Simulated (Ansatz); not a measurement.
# KAuF3 (cubic perovskite) (Pm-3m): Hubbard U and Hund's J by constrained RPA

How strongly is the local Coulomb interaction screened in KAuF3 (cubic perovskite) (Pm-3m)?

Calculated with Ansatz 0.2.0; non-magnetic LDA, then constrained RPA, plane waves, PAW.

The structure was built from a prototype and need not be the compound's stable phase.

### Step 1. Starting point

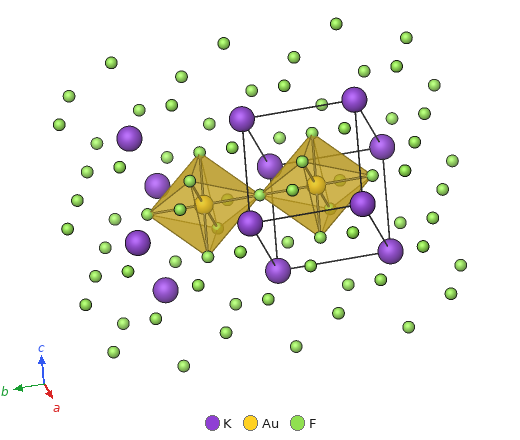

The starting structure, seen from a free direction (potassium purple, gold yellow, fluorine green). 1×2×1 cells are drawn. Some periodic images of atoms are drawn too.

The structure was relaxed with LDA. The structure type comes from a generator and need not be one that this composition takes. The structure was generated from a model, not taken from a measurement. The runs that relaxed it are not among those shown. The program's search for lower electronic states was switched off, so nothing shows that the state found is the lowest. Spin-orbit coupling is left out unless a step names it. The default PAW set here is soft_2. Its files were made with PBE.

### Step 2. LDA bands and orbital weights

This step: DFT, LDA, plane waves, PAW.

The input, input.yaml:

```yaml
crystal:
  lattice:
    - [0.0, -4.32778339, 0.0]
    - [0.0, 0.0, 4.32778339]
    - [-4.32778339, 0.0, 0.0]
  atoms:
    - { symbol: K, position: [0.0, 0.0, 0.0] }
    - { symbol: Au, position: [0.5, 0.5, 0.5] }
    - { symbol: F, position: [0.5, 0.5, 0.0] }
    - { symbol: F, position: [0.5, 0.0, 0.5] }
    - { symbol: F, position: [0.0, 0.5, 0.5] }
kpoints:
  mp_grid: { grid: [8, 8, 8] }
  band_path:
    path:
      - [[0.0, 0.0, 0.0], [0.0, 0.5, 0.0], [0.5, 0.5, 0.0], [0.0, 0.0, 0.0], [0.5, 0.5, 0.5], [0.0, 0.5, 0.0]]
      - [[0.5, 0.5, 0.5], [0.5, 0.5, 0.0]]
    npoints: 10
hamiltonian:
  xc: lda
scf:
  occupations: { method: gaussian, width: 0.08 }
  n_extra_bands: 19
  max_iter: 150
  lower_state_search: "off"
output:
  eigenvalues: true
  forces: true
  stress: true
  fatbands: true
  write_density: true
  write_potential: true
  elf: true
  volumetric_format: npy
```

Run with:

```console
$ ansatz run input.yaml --threads 4 --pin off --max-ram 9216MiB --backend cpu --events-out ev --progress --plain --runs-dir out
```

Numbers of over 12 decimals in the logs are rounded to 6 here.

Log:

```text
scf.n_extra_bands = 19 over 25 filled bands (N_el = 49.0): the run solves 44 bands
Engine: ansatz 0.2.0, aarch64-unknown-linux-gnu
Pseudopotentials: kind: paw
Pseudopotential: K, paw, valence charge 9, recommended cutoff 420 eV (normal), K.paw.azcp
Pseudopotential: Au, paw, valence charge 19, recommended cutoff 420 eV (normal), Au.paw.azcp
Pseudopotential: F, paw, valence charge 7, recommended cutoff 420 eV (normal), F.paw.azcp
Functional definition: SPW92
  exchange = slater_x
  correlation = pw_c
Crystal: 5 atoms, lattice volume = 81.058 Å³
Basis set: ecut = 420 eV, 1575 PW (Γ)
Bands: 44, of which v1, the nominal top of the filled ones, is band 25 counted from 1 (24 counted from 0)
Symmetry: 48 space group operations
Space group: Pm-3m (ITA 221), of the structure as read, at distance tolerance 4.3e-5 Å
k-points: 35 of 512
Non-local potential: K, projectors of the file, l = 0: 3, l = 1: 2, l = 2: 2
Non-local potential: Au, projectors of the file, l = 0: 3, l = 1: 2, l = 2: 2, l = 3: 1
Non-local potential: F, projectors of the file, l = 0: 2, l = 1: 2, l = 2: 1
PAW form: soft (Blöchl's): semilocal exchange-correlation on the pseudo side does not see the compensation charge
PAW frozen core: K, regenerated for the run's functional, and the local potential with it (the file was generated under x = pbe(κ = 0.804, μ = 0.219515), c = pbe(β = 0.066725))
PAW frozen core: Au, regenerated for the run's functional, and the local potential with it (the file was generated under x = pbe(κ = 0.804, μ = 0.219515), c = pbe(β = 0.066725))
PAW frozen core: F, regenerated for the run's functional, and the local potential with it (the file was generated under x = pbe(κ = 0.804, μ = 0.219515), c = pbe(β = 0.066725))
PAW one-centre angular grid: K, 110 points (default); XC on 64 Gauss nodes
PAW one-centre angular grid: Au, 590 points (default); XC on 64 Gauss nodes
PAW one-centre angular grid: F, 110 points (default); XC on 64 Gauss nodes
Initial density: superposition of atomic densities (neutral atoms: chi_scale 0, normalization atom), corrected by the library's trained network
Initial wavefunctions: pseudopotential atomic-orbital guess
Functional: x = slater, c = lda
SCF iter   1: F=—  HF=-16742.034427 eV  |F-HF|=—  |Δ(HF+E_count)|=         —  Δρ=1.94e-2  dr2=2.20e-1  ethr=1.77e-3  ⟨swp⟩=5.9  Hψ=7017  notcnv=0  defer=273
preconditioner: auto → LDOS  [insulator: Δε(μ)=0.123 eV  Ē_g=19.783 eV  σ=0.080 eV  W_gap=0.68  n_scr=18 (ndim 8)  ℏωp=25.8 eV  f_vac=0.130  D(μ)=1.51/eV (n_scr^D=6)  ε∞_Penn≈2.7  β→1.0]
SCF iter   2: F=—  HF=-16742.049678 eV  |F-HF|=—  |Δ(HF+E_count)|=   1.53e-2  Δρ=2.24e-2  dr2=2.38e-1  ethr=4.50e-4  ⟨swp⟩=2.0  Hψ=2744  notcnv=0  defer=439
SCF iter   3: F=—  HF=-16741.970457 eV  |F-HF|=—  |Δ(HF+E_count)|=   7.92e-2  Δρ=2.71e-3  dr2=3.79e-3  ethr=4.50e-4  ⟨swp⟩=2.0  Hψ=1957  notcnv=0  defer=439
SCF iter   4: F=—  HF=-16741.969395 eV  |F-HF|=—  |Δ(HF+E_count)|=   1.06e-3  Δρ=9.26e-4  dr2=6.18e-4  ethr=7.74e-6  ⟨swp⟩=2.1  Hψ=1583  notcnv=0  defer=439
SCF iter   5: F=—  HF=-16741.969255 eV  |F-HF|=—  |Δ(HF+E_count)|=   1.40e-4  Δρ=2.73e-4  dr2=4.61e-5  ethr=1.26e-6  ⟨swp⟩=2.0  Hψ=1814  notcnv=0  defer=439
SCF iter   6: F=—  HF=-16741.969244 eV  |F-HF|=—  |Δ(HF+E_count)|=   1.17e-5  Δρ=2.28e-5  dr2=1.92e-7  ethr=9.40e-8  ⟨swp⟩=2.0  Hψ=1716  notcnv=0  defer=434
SCF iter   7: F=-16741.969244 eV  HF=-16741.969244 eV  |F-HF|=4.84e-10  |Δ(HF+E_count)|=   5.78e-8  Δρ=3.94e-6  dr2=4.44e-9  ethr=2.04e-10  ⟨swp⟩=16.3  Hψ=12143  notcnv=0
SCF 1 converged in 7 iterations: F = -16741.969244 eV  dr2 = 4.44e-9
  greatest PAW one-centre occupation: 1.002 electrons in one spin orbital (limit 2), on the Au atom at site 1 (counted from 0), in its partial waves of l = 0
NSCF: frozen V_eff on 62 k-points
SCF converged after 7 iterations
Free energy (F): -16741.969244 eV
Harris-Foulkes:  -16741.969244 eV  (|F-HF|=4.84e-10)
Internal energy: -16741.964387 eV  (E = F + TS)
E sigma→0 (E₀):  -16741.966815 eV
Entropy (-TS):   -0.004857 eV (-0.971 meV/atom)
Fermi energy:    6.678753 eV
--- Per-component energies (eV) ---
  E_band       = -611.278012
  E_kinetic    = 1470.743469
  E_local      = -5340.252551  (includes V_loc(G=0)·N_el)
  E_nonlocal   = 327.236993
  E_hartree    = 2133.304232
  E_xc         = -590.662475
  E_vxc        = -737.503979  (∫ρ·V_xc dr)
  E_paw        = -10728.395610  (= ΣΔE_a)
  E_vpaw       = -598.116119  (= ΣTr[D̂ρ^β])
  E_aug_tail   = 0.006511  (compensation charges beyond the density's cutoff)
  E_ewald      = -4015.064928
  E_core_change = 1.119973  (= ΣΔE_core)
  E_smearing   = -0.004857  (= −TS)
  E_closure    = 0.000000  (closes the sum)
  Σ components = -16741.969244   (vs F -16741.969244, Δ=0.00e0)
--- Forces (eV/Å), atoms counted from 1 ---
  atom   1  K      0.00000000    -0.00000000    -0.00000000
  atom   2  Au    -0.00000000    -0.00000000     0.00000000
  atom   3  F     -0.00000000     0.00000000    -0.00000000
  atom   4  F     -0.00000000     0.00000000    -0.00000000
  atom   5  F     -0.00000000     0.00000000     0.00000000
  max |Σ_I F_I| component: 1.21e-28 eV/Å
--- Stress (GPa, compression-positive) ---
       -0.050930       0.000000      -0.000000
       -0.000000      -0.050930       0.000000
        0.000000       0.000000      -0.050930
  P = ⅓ Tr σ = -0.0509 GPa (-0.509 kbar)
--- Band table (eV; the first three rows and the last of 35) ---
  k-point 0: bands = [... 21 lower, 3.3903, 3.3903, 4.2191, 4.2191, 7.1735, 12.6527, 12.6527, 12.9357, ... 15 higher]
  k-point 1: bands = [... 21 lower, 3.6421, 3.6421, 4.2203, 4.6291, 7.4762, 12.6788, 12.7510, 13.0450, ... 15 higher]
  k-point 2: bands = [... 21 lower, 4.0729, 4.0729, 4.2230, 5.1915, 8.3481, 12.4449, 12.9969, 13.6119, ... 15 higher]
  k-point 34: bands = [... 21 lower, 5.0000, 5.0000, 7.6811, 7.6811, 12.3521, 12.3521, 12.3521, 13.0592, ... 15 higher]
```

Wall time 4.7 s (4 threads of Arm Neoverse V1, shared host); peak memory 0.44 GiB; 16 s of CPU time.

Numbers from this step:

```yaml
pressure: -0.05093 GPa
```

The electronic bands at the labelled points (eV, zero at the Fermi level):

| point | band 22 | band 23 | band 24 | band 25 | band 26 | band 27 | band 28 | band 29 |
| --- | --- | --- | --- | --- | --- | --- | --- | --- |
| Γ | -3.29 | -3.29 | -2.46 | -2.46 | 0.49 | 5.97 | 5.97 | 6.26 |
| X | -2.45 | -2.14 | -2.14 | -1.08 | 3.56 | 4.72 | 6.69 | 7.84 |
| M | -2.14 | -1.88 | -1.70 | 1.00 | 4.73 | 6.67 | 6.67 | 6.71 |
| Γ | -3.29 | -3.29 | -2.46 | -2.46 | 0.49 | 5.97 | 5.97 | 6.26 |
| R | -1.68 | -1.68 | 1.00 | 1.00 | 5.67 | 5.67 | 5.67 | 6.38 |
| X | -2.45 | -2.14 | -2.14 | -1.08 | 3.56 | 4.72 | 6.69 | 7.84 |
| jump to R | -1.68 | -1.68 | 1.00 | 1.00 | 5.67 | 5.67 | 5.67 | 6.38 |
| M | -2.14 | -1.88 | -1.70 | 1.00 | 4.73 | 6.67 | 6.67 | 6.71 |

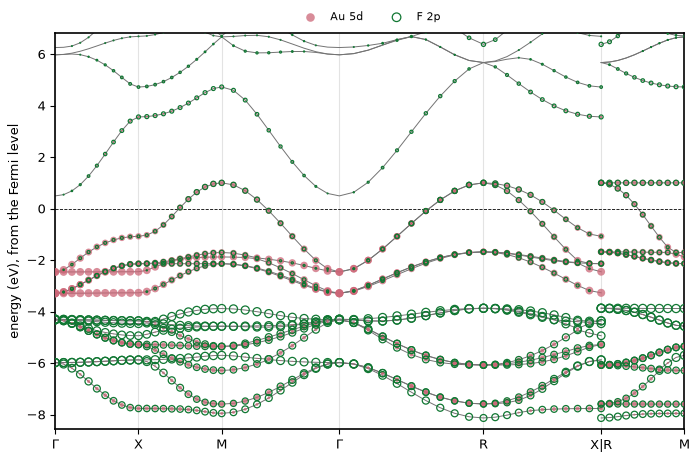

Electronic bands along the path; dots are coloured as in the legend, and their area grows with the weight.

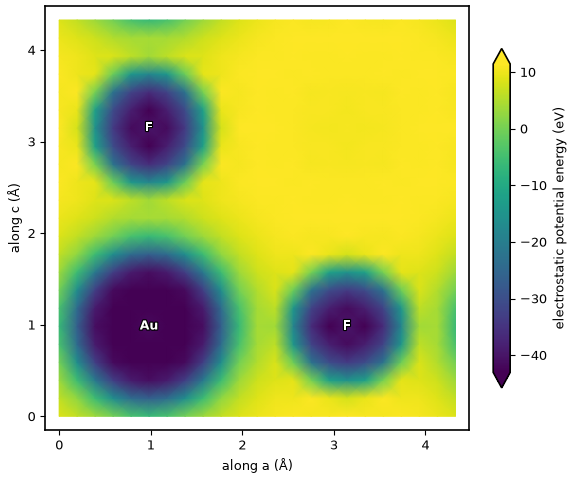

Electrostatic potential energy in the ac plane at fractional y = 0.500, with atoms of Au and F within 0.2 Å of it. With pseudopotentials it is smooth inside the atoms' cores, unlike the true potential. The map starts off the cell's origin, so that atoms lie inside it.

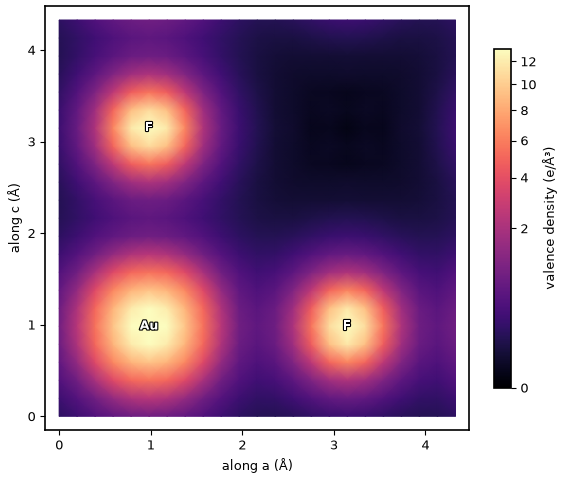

Valence density in the ac plane at fractional y = 0.500, with atoms of Au and F within 0.2 Å of it. It is the smooth field of the valence electrons, not physical close to the nuclei. The map starts off the cell's origin, so that atoms lie inside it. The colour scale is stretched toward low values.

### Step 3. Constrained RPA: Au d, bands v5 to v1, 4×4×4 mesh, medium accuracy

Constrained RPA screens the interaction with every transition except those inside the target bands, which a later many-body model would treat itself.

This step: constrained RPA on LDA, plane waves, PAW.

input.yaml, the sections that differ from step 2:

```yaml
kpoints:
  mp_grid: { grid: [8, 8, 8] }
output:
  crpa:
    kmesh: [4, 4, 4]
    target_bands: [v5, v1]
    projections: [{ species: Au, l: d, shell: 5 }]
  local_orbitals:
    kmesh: [8, 8, 8]
    orbitals: [{ species: Au, l: d, shell: 5 }]
    window: { bands: [v5, v1] }
    seedname: lo
# crystal, hamiltonian, scf: as in step 2
```

Log:

```text
[...]
Crystal: 5 atoms, lattice volume = 81.058 Å³
Basis set: ecut = 420 eV, 1575 PW (Γ)
Bands: 44, of which v1, the nominal top of the filled ones, is band 25 counted from 1 (24 counted from 0)
Symmetry: 48 space group operations
[...]
k-points: 35 of 512
[...]
SCF iter   1: F=—  HF=-16742.034424 eV  |F-HF|=—  |Δ(HF+E_count)|=         —  Δρ=1.94e-2  dr2=2.20e-1  ethr=1.77e-3  ⟨swp⟩=5.9  Hψ=7017  notcnv=0  defer=273
[...]
SCF iter   7: F=-16741.969244 eV  HF=-16741.969244 eV  |F-HF|=4.47e-10  |Δ(HF+E_count)|=   5.81e-8  Δρ=3.97e-6  dr2=4.45e-9  ethr=2.04e-10  ⟨swp⟩=11.3  Hψ=8287  notcnv=0
SCF 1 converged in 7 iterations: F = -16741.969244 eV  dr2 = 4.45e-9
[...]
NSCF: frozen V_eff on 38 k-points
[...]
cRPA screening: q 1/64
cRPA screening: q 2/64
cRPA screening: q 8/64 (q-point 3)
cRPA screening: q 11/64 (q-point 6)
cRPA screening: q 23/64 (q-point 7)
cRPA screening: q 35/64 (q-point 11)
cRPA screening: q 38/64 (q-point 22)
cRPA screening: q 46/64 (q-point 23)
cRPA screening: q 58/64 (q-point 27)
cRPA screening: q 64/64 (q-point 43)
SCF converged after 7 iterations
Free energy (F): -16741.969244 eV
[...]
Internal energy: -16741.964387 eV  (E = F + TS)
E sigma→0 (E₀):  -16741.966815 eV
Entropy (-TS):   -0.004857 eV (-0.971 meV/atom)
Fermi energy:    6.678753 eV
[...]
--- Band table (eV; the first three rows and the last of 35) ---
  k-point 0: bands = [... 21 lower, 3.3903, 3.3903, 4.2191, 4.2191, 7.1735, 12.6527, 12.6527, 12.9357, ... 15 higher]
  k-point 1: bands = [... 21 lower, 3.6421, 3.6421, 4.2203, 4.6291, 7.4762, 12.6788, 12.7510, 13.0450, ... 15 higher]
  k-point 2: bands = [... 21 lower, 4.0729, 4.0729, 4.2230, 5.1915, 8.3481, 12.4449, 12.9969, 13.6119, ... 15 higher]
  k-point 34: bands = [... 21 lower, 5.0000, 5.0000, 7.6811, 7.6811, 12.3521, 12.3521, 12.3521, 13.0592, ... 15 higher]
--- cRPA (band scheme, projected local orbitals): target bands 21..25 (1-based), 5 Wannier function(s), 4×4×4 mesh, 50 bands' worth read of 55 solved, ecut_chi 136.0 eV, v(q+G=0) probe_charge, pair densities all_electron ---
  bands read: the sum over 50 bands ends inside a degenerate multiplet in 1 slot, whose members it reads at an even weight; the widest, k=42: bands 49 to 51 (counted from 1) at 2/3 each
  χ-basis size per q: N_G = 257..304
  window electrons = 9.0000, filled by tetrahedron_uncorrected; constrained ε̄⁻¹(q = 0, 0) head = 0.339990; min gauge Gram eig = 0.5746
  Kanamori averages over each shell's own Wannier functions (sites counted from 0, functions from 1):
    Site 1, 5D, 5 of 5 d orbitals (Wannier functions 1, 2, 3, 4, 5; wannier90's mr 1, 2, 3, 4, 5):
      screened: U = 4.6585 eV, U' = 3.9835 eV, J = 0.3114 eV
      screened d-shell averages: U_bar = F0 = 4.1185 eV, J_bar = 0.4464 eV
      screened, to within: U = 1.6e-2 eV, U' = 1.6e-2 eV, J = 5.9e-4 eV
      screened d-shell averages, to within: U_bar = 1.4e-2 eV, J_bar = 1.0e-3 eV
      bare: V = 12.6646 eV, V' = 11.6639 eV, J = 0.4291 eV
      bare d-shell averages: V_bar = F0 = 11.8641 eV, J_bar = 0.6293 eV
  Hermiticity witness max|P − P†| over intra, direct and exchange elements: 7.99e-15 eV (screened), 1.78e-15 eV (bare)
  Reality witness max|Im| over intra, direct and exchange elements: 6.58e-18 eV (screened), 1.54e-17 eV (bare)
```

Elapsed: 86 s, on 4 threads; peak memory 0.64 GiB.

This step gave:

```
U                                                 : 4.658 eV
U prime (inter-orbital)                           : 3.983 eV
J                                                 : 0.3114 eV
bare V                                            : 12.66 eV
bare J                                            : 0.4291 eV
stated bound on U                                 : 0.01515 eV
U over bare V                                     : 0.3678
electrons in the window                           : 9.000
head of the constrained inverse dielectric matrix : 0.3400
least eigenvalue of the projection's overlap      : 0.5746
target functions                                  : 5
bands in the sums                                 : 50
r.m.s. miss of the model bands                    : 0.001429 eV
width of the target bands                         : 4.291 eV
weight of the projected orbitals in the window    : 0.7318
```

On the Au d shell, screening brings the on-site interaction from 12.7 eV down to U = 4.66 eV.

Kanamori averages over each shell's functions. Crpa shells, by row:

| site | element | shell | orbitals | U (eV) | U' (eV) | J (eV) | bare V (eV) | bare V' (eV) | bare J (eV) | bound on U (eV) |
| --- | --- | --- | --- | --- | --- | --- | --- | --- | --- | --- |
| 2 | Au | 5D | 5 | 4.658 | 3.983 | 0.3114 | 12.66 | 11.66 | 0.4291 | 0.01515 |

Density-density elements U_iijj, eV. U matrix, by row:

| orbital | Au2 dz2 | Au2 dxz | Au2 dyz | Au2 dx2-y2 | Au2 dxy |
| --- | --- | --- | --- | --- | --- |
| Au2 dz2 | 4.628 | 4.099 | 4.099 | 3.839 | 3.854 |
| Au2 dxz | 4.099 | 4.679 | 3.964 | 3.936 | 3.964 |
| Au2 dyz | 4.099 | 3.964 | 4.679 | 3.936 | 3.964 |
| Au2 dx2-y2 | 3.839 | 3.936 | 3.936 | 4.628 | 4.181 |
| Au2 dxy | 3.854 | 3.964 | 3.964 | 4.181 | 4.679 |

Exchange elements U_ijji, eV. J matrix, by row:

| orbital | Au2 dz2 | Au2 dxz | Au2 dyz | Au2 dx2-y2 | Au2 dxy |
| --- | --- | --- | --- | --- | --- |
| Au2 dz2 | - | 0.263 | 0.263 | 0.395 | 0.351 |
| Au2 dxz | 0.263 | - | 0.321 | 0.322 | 0.321 |
| Au2 dyz | 0.263 | 0.321 | - | 0.322 | 0.321 |
| Au2 dx2-y2 | 0.395 | 0.322 | 0.322 | - | 0.234 |
| Au2 dxy | 0.351 | 0.321 | 0.321 | 0.234 | - |

Projected local orbitals of the target window. Electronic bands along the path, in eV, zero at the Fermi level; # counts the bands kept:

| point | #2 | #3 | #4 | #5 |
| --- | --- | --- | --- | --- |
| Γ | -3.29 | -3.29 | -2.46 | -2.46 |
| X | -2.45 | -2.14 | -2.14 | -1.08 |
| M | -2.14 | -1.88 | -1.70 | 1.00 |
| Γ | -3.29 | -3.29 | -2.46 | -2.46 |
| R | -1.68 | -1.68 | 1.00 | 1.00 |
| X | -2.45 | -2.14 | -2.14 | -1.08 |
| jump to R | -1.68 | -1.68 | 1.00 | 1.00 |
| M | -2.14 | -1.88 | -1.70 | 1.00 |

The same for Kohn-Sham, solved directly:

| point | #2 | #3 | #4 | #5 |
| --- | --- | --- | --- | --- |
| Γ | -3.29 | -3.29 | -2.46 | -2.46 |
| X | -2.45 | -2.14 | -2.14 | -1.08 |
| M | -2.14 | -1.88 | -1.70 | 1.00 |
| Γ | -3.29 | -3.29 | -2.46 | -2.46 |
| R | -1.68 | -1.68 | 1.00 | 1.00 |
| X | -2.45 | -2.14 | -2.14 | -1.08 |
| R | -1.68 | -1.68 | 1.00 | 1.00 |
| M | -2.14 | -1.88 | -1.70 | 1.00 |

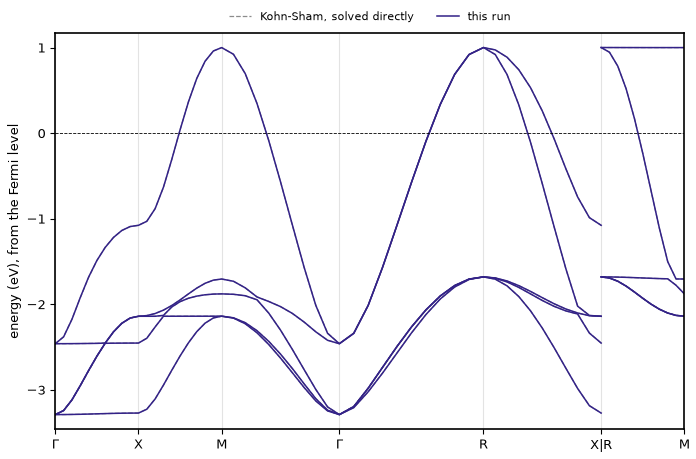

Electronic bands along the path; dashed: Kohn-Sham, solved directly.

Onsite levels, by row:

| orbital | level less Fermi level (eV) |
| --- | --- |
| Au2 dz2 | -0.7946 |
| Au2 dxz | -2.284 |
| Au2 dyz | -2.284 |
| Au2 dx2-y2 | -0.7946 |
| Au2 dxy | -2.284 |

Largest distinct elements between sites. Hoppings, by row:

| from | to | cell | distance (Å) | t (eV) |
| --- | --- | --- | --- | --- |
| Au2 dz2 | Au2 dz2 | 0 1 0 | 4.328 | -0.5569 |
| Au2 dx2-y2 | Au2 dx2-y2 | -1 0 0 | 4.328 | -0.4219 |
| Au2 dz2 | Au2 dx2-y2 | 1 0 0 | 4.328 | -0.234 |
| Au2 dxy | Au2 dxy | 0 0 1 | 4.328 | -0.1808 |
| Au2 dz2 | Au2 dz2 | 0 0 1 | 4.328 | -0.1517 |
| Au2 dx2-y2 | Au2 dx2-y2 | -1 0 -1 | 6.12 | 0.0721 |
| Au2 dz2 | Au2 dz2 | 0 -2 0 | 8.656 | -0.0716 |
| Au2 dx2-y2 | Au2 dx2-y2 | 2 0 0 | 8.656 | -0.0536 |
| Au2 dz2 | Au2 dz2 | 0 -1 1 | 6.12 | 0.0477 |
| Au2 dx2-y2 | Au2 dz2 | 0 -1 -1 | 6.12 | -0.0422 |
| Au2 dyz | Au2 dyz | 1 -1 0 | 6.12 | -0.0404 |
| Au2 dz2 | Au2 dx2-y2 | 0 0 -2 | 8.656 | 0.0312 |

(Part 1 of 2 ends here.)

[Paths, hosts, dates, memory and timing lines, banners, echoed tables and standing remarks are left out of the program output.]

[Logs are printed without paths, hosts, clocks, repeated set-up lines and the standing remarks that a program may print on its own settings, such as how far it seeks lower states.]

[Runs of the session that timed out or met a known fault of the program may be left out.]

[Hosts, paths, dates, database ids (printed as entryN), source tags and the programs' standing remarks are cut or masked in the printed files.]
